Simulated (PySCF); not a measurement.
CH2F2, SMILES `FCF`.

PySCF calculation, PBE0/def2-TZVP, gas phase; geometry: GFN2-xTB. No frequency check shows the geometry to be a minimum.

Input

```python
import numpy as np
from pyscf import gto, scf, dft
from pyscf.scf import atom_ks, atom_hf
from scipy.linalg import block_diag

def solve(mol, dm0=None, hcore=None):
    mf = (dft.UKS if mol.spin else dft.RKS)(mol, xc='pbe0')
    mf.grids.level = 3
    mf = mf.density_fit(auxbasis='def2-universal-jkfit')
    mf.conv_tol, mf.max_cycle = 1e-8, 80
    if hcore is not None:
        mf.get_hcore = lambda *args: hcore
    mf.kernel(dm0)
    if not mf.converged:
        mf = mf.newton().run(mf.mo_coeff, mf.mo_occ, max_cycle=30)
    assert mf.converged, 'SCF not converged'
    return mf

mol = gto.M(atom='''
F      1.08857     0.28904     0.00000
C     -0.00001    -0.49929     0.00000
F     -1.08856     0.28905     0.00000
H      0.00000    -1.10355    -0.91745
H      0.00000    -1.10355     0.91745
''', basis='def2-tzvp', charge=0, spin=0, verbose=4)
mf = solve(mol)
mf.analyze()
# spherically averaged free atoms, for the promolecule
atm = atom_ks.get_atm_nrks(mol, xc='pbe0')
pro = block_diag(*[(atm[a[0]][2] * atm[a[0]][3]) @ atm[a[0]][2].T for a in mol._atom])
np.savez('result.npz', e=mf.e_tot, c=mf.mo_coeff, occ=mf.mo_occ, eps=mf.mo_energy, pro=pro, dip=mf.dip_moment(verbose=0), s2=mf.spin_square()[0])
```

Run with:

```sh
OMP_NUM_THREADS=1 python input.py
```

The run took 11 s on 1 thread of Arm Neoverse N1 (shared host), peak memory 0.38 GiB.

Partitions, critical points and surface values were worked out afterwards from this run's density.

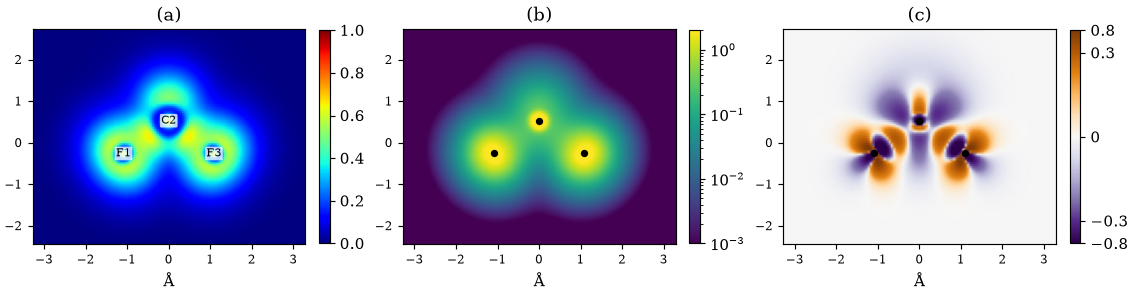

Three fields in the plane of F1, C2 and F3. (c): orange positive, purple negative.

The panels show, in some order, the electron density, deformation density and localised orbital locator (LOL). Which is which?

(a) is the localised orbital locator (LOL): it runs from 0 to 1, peaks where electrons are localised, as in bonds, and fades smoothly outside. (b) is the electron density: it is positive everywhere and peaks at the nuclei. (c) is the deformation density: it has both signs, with gains where valence electrons gather and losses around them.
